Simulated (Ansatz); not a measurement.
# BSiH3 (triplet): one geometry, many settings at distance B1–H4 along a hydrogen transfer = 1.757 Å

What do other methods and options give for BSiH3 (triplet) at this geometry, and how long do they take?

The runs use Ansatz 0.2.0, Gaussian basis; the settings change from run to run.

11 further runs of the same task are left out: 3 for a known fault of the program, 7 that didn't finish, 1 set aside as unsound or not needed.

**1. The system**

The geometry derives from fragments relaxed apart (PBE0/def2-TZVP) and kept rigid, so it is no stationary point. A hydrogen atom is moved between rigid fragments.

5 atoms, charge 0, spin multiplicity 3.

Atoms are counted from 1 here; the program's logs count them from 0.

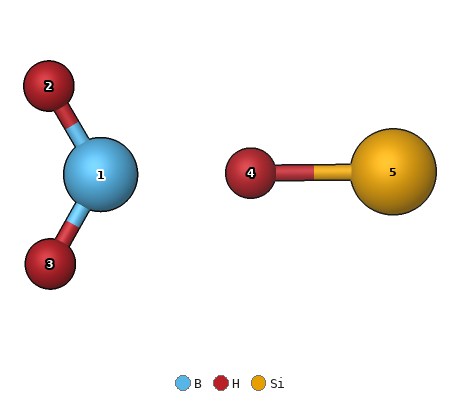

The structure; boron blue, hydrogen red, silicon amber; atoms are numbered from 1 in the order of the file.

Coordinates:

```
B    -2.3069    0.0000    0.0000
H    -2.9036    1.0336    0.0000
H    -2.9036   -1.0336    0.0000
H    -0.5499    0.0000    0.0000
Si    1.1161    0.0000    0.0000
```

**2. CISD/cc-pVDZ**

Contents of in.yaml:

```yaml
crystal:
  periodic: [false, false, false]
  atoms:
    - {symbol: B, position_ang: [-2.306869, 0.000000, 0.000000]}
    - {symbol: H, position_ang: [-2.903602, 1.033571, 0.000000]}
    - {symbol: H, position_ang: [-2.903602, -1.033571, 0.000000]}
    - {symbol: H, position_ang: [-0.549869, 0.000000, 0.000000]}
    - {symbol: Si, position_ang: [1.116131, 0.000000, 0.000000]}
basis:
  gaussian: {orbitals: cc-pVDZ, fitting: {mean_field: def2-universal-jkfit}}
magnetization: {spin_polarized: false, initial_magnetization: 2}
correlation: {active_space: {ras: {orbitals: [4, 2, 35], electrons: 10, max_holes: 2, max_particles: 2}, fixed_orbitals: true}}
accuracy: high
scf: {lower_state_search: off}
output: {forces: true}
```

Command:

```console
ansatz run in.yaml --threads 1 --pin off --events-out ev --progress --plain --max-ram 2393MiB
```

The log of the run:

```text
Functional definition: HF
  name "HF"
  cite "Fock, Z. Phys. 61, 126 (1930) doi:10.1007/BF01340294"
  parent pbe
  exchange = exact_x
  correlation = 0
these checks for a lower state are left out or cut short: starts, cluster_reference, orbital_swaps, neighbouring_geometries, increment
257 factors; integrals over basis functions are off by at most 2.7e-1 eV
mean field evaluation 1: about -8574.8244 eV, gradient 1.1e1 eV
mean field evaluation 2: about -8575.7611 eV, gradient 4.4e0 eV
mean field evaluation 4: about -8576.0779 eV, gradient 5.6e-1 eV
mean field evaluation 8: about -8576.0827 eV, gradient 2.9e-8 eV
mean field -8576.08270231 eV, -315.1652262323 hartree, gradient 2.9e-8 eV, S^2 2.000000; 0 other end points of the search recorded, 0 dependent functions left out
reference -8576.08270231 eV, -315.1652262323 hartree; 12, 10 occupied and 35, 37 virtual orbitals, 257 factors
state -8581.07686930 eV, -315.3487584840 hartree
the calculation of the forces begins
Total energy: -8581.07686930 eV, -315.3487584840 hartree
Atom 0 at    -2.306869     0.000000     0.000000 Å, force     2.435873     0.000000    -0.000000 eV/Å
Atom 1 at    -2.903602     1.033571     0.000000 Å, force     0.521062     0.413227     0.000000 eV/Å
Atom 2 at    -2.903602    -1.033571     0.000000 Å, force     0.521062    -0.413227    -0.000000 eV/Å
Atom 3 at    -0.549869     0.000000     0.000000 Å, force    -4.265524    -0.000000     0.000000 eV/Å
Atom 4 at     1.116131     0.000000     0.000000 Å, force     0.787527     0.000000     0.000000 eV/Å
Dipole moment:    -0.750575     0.000000    -0.000000 e Å
Checks for a lower state left out: starts, cluster_reference, orbital_swaps, neighbouring_geometries, increment
```

Wall time 4.6 s (1 thread of Arm Neoverse V1, shared host).

From the report: 45,416 determinants.

**3. NEVPT4(SD)(6,5)/STO-3G**

Contents of in.yaml:

```yaml
crystal:
  periodic: [false, false, false]
  atoms:
    - {symbol: B, position_ang: [-2.306869, 0.000000, 0.000000]}
    - {symbol: H, position_ang: [-2.903602, 1.033571, 0.000000]}
    - {symbol: H, position_ang: [-2.903602, -1.033571, 0.000000]}
    - {symbol: H, position_ang: [-0.549869, 0.000000, 0.000000]}
    - {symbol: Si, position_ang: [1.116131, 0.000000, 0.000000]}
basis:
  gaussian: {orbitals: STO-3G}
magnetization: {spin_polarized: false, initial_magnetization: 2}
correlation: {method: fic_nevpt4_sd, electrons: outside_noble_gas, active_space: {window: {electrons: 6, orbitals: 5}}}
accuracy: high
```

Launched as before.

The log of the run, cut to the lines that bear on the results:

```text
Functional definition: HF
  name "HF"
  cite "Fock, Z. Phys. 61, 126 (1930) doi:10.1007/BF01340294"
  parent pbe
[...]
267 factors; integrals over basis functions are off by at most 1.2e-8 eV
[...]
mean field -8474.81557889 eV, -311.4437280879 hartree, gradient 1.8e-8 eV, S^2 2.000000; 19 other end points of the search recorded, 0 dependent functions left out
reference -8474.81557889 eV, -311.4437280879 hartree; 12, 10 occupied and 5, 7 virtual orbitals, 267 factors
state -8475.75056877 eV, -311.4780883321 hartree
state -8475.75056877 eV, -311.4780883321 hartree; corrected -8477.08777538 eV, -311.5272297687 hartree
Total energy: -8477.08777538 eV, -311.5272297687 hartree
```

Wall time 1.4 s (1 thread of Arm Neoverse V1, shared host).

From the report: 48 determinants; active occupations 2.00, 1.95, 1.00, 1.00, 0.05.

**4. BCCD(T) on UHF/cc-pVDZ**

in.yaml, as its differences from that of step 3:

```diff
@@ -9,5 +9,4 @@
 basis:
-  gaussian: {orbitals: STO-3G}
-magnetization: {spin_polarized: false, initial_magnetization: 2}
-correlation: {method: fic_nevpt4_sd, electrons: outside_noble_gas, active_space: {window: {electrons: 6, orbitals: 5}}}
-accuracy: high
+  gaussian: {orbitals: cc-pVDZ}
+magnetization: {spin_polarized: true, initial_magnetization: 2}
+correlation: {method: bccd_t, electrons: outside_noble_gas, diis_vectors: 4}
```

The command is unchanged.

The log of the run, cut to the lines that bear on the results:

```text
Functional definition: HF
  name "HF"
  cite "Fock, Z. Phys. 61, 126 (1930) doi:10.1007/BF01340294"
  parent pbe
[...]
448 factors; integrals over basis functions are off by at most 1.9e-3 eV
[...]
mean field -8576.24663933 eV, -315.1712508067 hartree, gradient 5.1e-6 eV, S^2 2.144828; 25 other end points of the search recorded, 0 dependent functions left out
determinant -8576.24663933 eV, -315.1712508067 hartree, with singles and doubles -8581.51745733 eV, -315.3649497953 hartree
determinant -8576.01038753 eV, -315.1625687130 hartree, with singles and doubles -8581.15373486 eV, -315.3515832412 hartree
determinant -8575.97998478 eV, -315.1614514327 hartree, with singles and doubles -8581.12031330 eV, -315.3503550216 hartree
determinant -8575.45923438 eV, -315.1423142085 hartree, with singles and doubles -8580.91169192 eV, -315.3426883273 hartree
[...]
determinant -8576.24663933 eV, -315.1712508067 hartree, with singles and doubles -8581.52213982 eV, -315.3651218739 hartree
determinant -8576.01038753 eV, -315.1625687130 hartree, with singles and doubles -8581.15374646 eV, -315.3515836676 hartree
determinant -8575.97998478 eV, -315.1614514327 hartree, with singles and doubles -8581.12038626 eV, -315.3503577029 hartree
6 core orbitals not correlated: weight in the atoms' cores, before any rotation towards them, 1.000 or more for the frozen orbitals, at most 0.000 for the correlated occupied ones
reference -8576.24663933 eV, -315.1712508067 hartree; 6, 4 occupied and 35, 37 virtual orbitals, 448 factors
second order -4.04598363 eV of doubles, -0.00000000 eV of singles
cycle   1  -5.27064706 eV  change    4.9e-3 eV  update   1.7e-2
[...]
cycle  17  -5.25677321 eV  change    5.0e-6 eV  update   5.8e-6
perturbative correction -0.17979229 eV, -0.0066072447 hartree
Total energy: -8581.68320483 eV, -315.3710409037 hartree
```

Wall time 11 s (1 thread of Arm Neoverse V1, shared host).

From the report: ⟨S²⟩ of the determinant 2.145 (pure triplet: 2.00); correlation -5.4366 eV; largest double amplitude 0.13.

**5. CCSD(T) on ROHF/cc-pVDZ**

in.yaml, as its differences from that of step 4:

```diff
@@ -10,3 +10,4 @@
   gaussian: {orbitals: cc-pVDZ}
-magnetization: {spin_polarized: true, initial_magnetization: 2}
-correlation: {method: bccd_t, electrons: outside_noble_gas, diis_vectors: 4}
+magnetization: {spin_polarized: false, initial_magnetization: 2}
+correlation: {method: ccsd_t, electrons: outside_noble_gas}
+accuracy: high
```

Same command.

The log of the run, cut to the lines that bear on the results:

```text
Functional definition: HF
  name "HF"
  cite "Fock, Z. Phys. 61, 126 (1930) doi:10.1007/BF01340294"
  parent pbe
[...]
978 factors; integrals over basis functions are off by at most 3.8e-9 eV
[...]
mean field -8576.08249901 eV, -315.1652187610 hartree, gradient 1.8e-8 eV, S^2 2.000000; 18 other end points of the search recorded, 0 dependent functions left out
[...]
determinant -8576.08249901 eV, -315.1652187610 hartree, with singles and doubles -8581.51755634 eV, -315.3649534341 hartree
determinant -8575.73205201 eV, -315.1523400714 hartree, with singles and doubles -8581.14719356 eV, -315.3513428530 hartree
determinant -8575.70110149 eV, -315.1512026608 hartree, with singles and doubles -8581.11371135 eV, -315.3501124044 hartree
determinant -8575.24676635 eV, -315.1345061525 hartree, with singles and doubles -8581.12433420 eV, -315.3505027869 hartree
[...]
determinant -8575.70110149 eV, -315.1512026608 hartree, with singles and doubles -8581.11352828 eV, -315.3501056766 hartree
determinant -8575.24676635 eV, -315.1345061525 hartree, with singles and doubles -8581.24783894 eV, -315.3550415024 hartree
determinant -8575.23262318 eV, -315.1339864003 hartree, with singles and doubles -8581.32535357 eV, -315.3578901126 hartree
[...]
6 core orbitals not correlated: weight in the atoms' cores, before any rotation towards them, 1.000 or more for the frozen orbitals, at most 0.000 for the correlated occupied ones
reference -8576.08249901 eV, -315.1652187610 hartree; 6, 4 occupied and 35, 37 virtual orbitals, 978 factors
second order -4.17157458 eV of doubles, -0.07758619 eV of singles
cycle   1  -5.43637402 eV  change   -1.3e-6 eV  update   3.2e-6
[...]
cycle  17  -5.43637271 eV  change  -2.2e-10 eV  update  7.3e-10
perturbative correction -0.16728853 eV, -0.0061477402 hartree
Total energy: -8581.68616025 eV, -315.3711495134 hartree
```

Wall time 17 s (1 thread of Arm Neoverse V1, shared host).

From the report: correlation -5.6037 eV; T1 0.037; largest double amplitude 0.13.

**6. The runs in one table**

Where basis and cores are those of an earlier UCCSDT(Q)/cc-pVDZ run (-8581.7536 eV), and the state is the same kind, the miss against it is given.

```csv
level,correlated,functions,energy (eV),from UCCSDT(Q) (meV),time
CISD/cc-pVDZ,outside noble gas,47,-8581.0769,676.7,4.6 s
"NEVPT4(SD)(6,5)/STO-3G",outside noble gas,17,-8477.0878,,1.4 s
BCCD(T) on UHF/cc-pVDZ,outside noble gas,47,-8581.6832,70.4,11 s
CCSD(T) on ROHF/cc-pVDZ,outside noble gas,47,-8581.6862,67.4,17 s
```

**7. Results**

| quantity | value |
| --- | --- |
| runs | 4 |
| quickest | NEVPT4(SD)(6,5)/STO-3G, 1.4 s |
| slowest | CCSD(T) on ROHF/cc-pVDZ, 17 s |

In words: Total energies in different bases, with other cores or another treatment of relativity can't be set against each other. CCSD(T) on ROHF/cc-pVDZ took 12 times as long as NEVPT4(SD)(6,5)/STO-3G; the jobs differ in more than the method. Among the correlated runs with a miss given, it spans +67 to +677 meV.
